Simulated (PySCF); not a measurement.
## Electronic structure of SiH (charge −1, triplet) in real space

```xyz
2

Si    0.0000    0.0000   -0.0542
H     0.0000    0.0000    1.5058
```

Level of theory: PBE0/def2-TZVPPD, non-relativistic Hamiltonian with scalar-relativistic core potentials where named, at a bond length of 1.560 Å (PySCF 2.14.0).

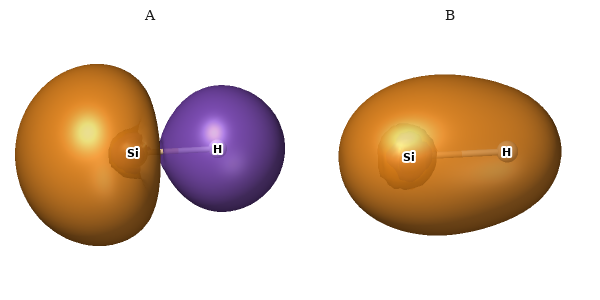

Figure 1. Two frontier β-spin orbitals, each drawn at the value that holds 80 % of its norm (orange and purple are the two phases), in no order; of a degenerate pair one member is drawn.

Label each orbital by symmetry, say whether it is occupied, and order them by energy.

Orbital B: σ, occupied in this spin, −5.67 eV; shared between the atoms (Si 70 %, H 30 %).
Orbital A: σ, occupied in this spin, −0.77 eV; mainly on Si (80 %).

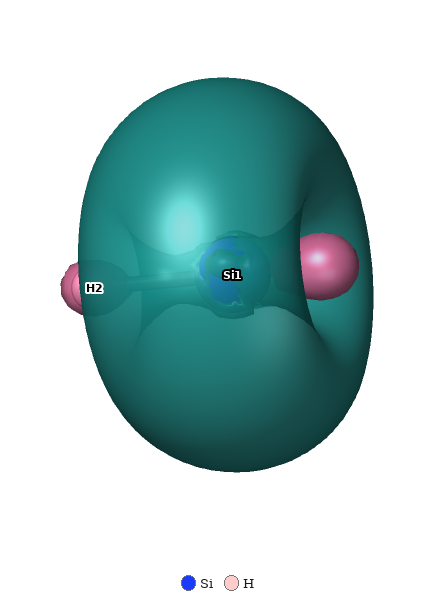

Figure 2. Isosurfaces of the spin density at +0.02 (teal) and −0.02 e/Å³ (pink), seen from one side.

Which atoms carry the spin?

The unpaired spin (2 electrons) lies mostly on Si1 (about 1.9) and H2 (about 0.1), in electrons by Hirshfeld's partition.

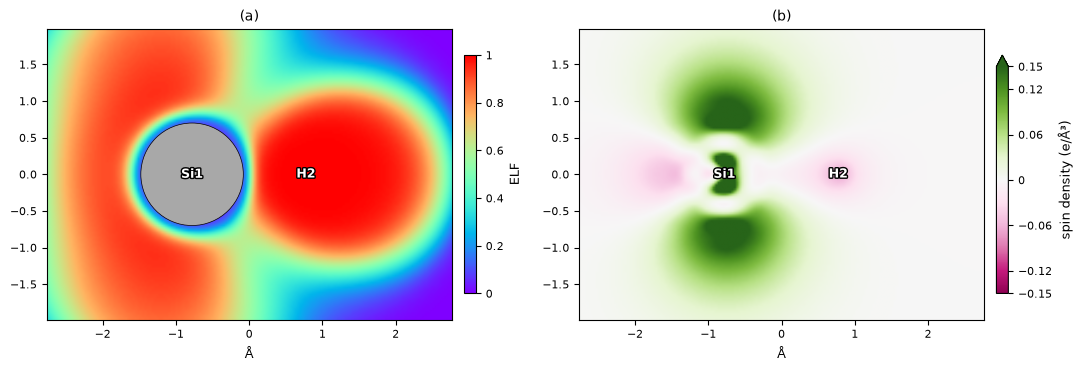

Figure 3. (a) electron localisation function; (b) spin density (α minus β) on a plane that holds the molecular axis. Grey discs cover the atomic cores in the ELF map.

Describe what can be read from this map.

The plane passes through Si and H nuclei.
Si–H (1.56 Å): the ELF climbs to about 1 towards the hydrogen, as it does in any bond to H.
The ELF also peaks beside Si1, away from the bonds: non-bonding electrons, paired or unpaired.
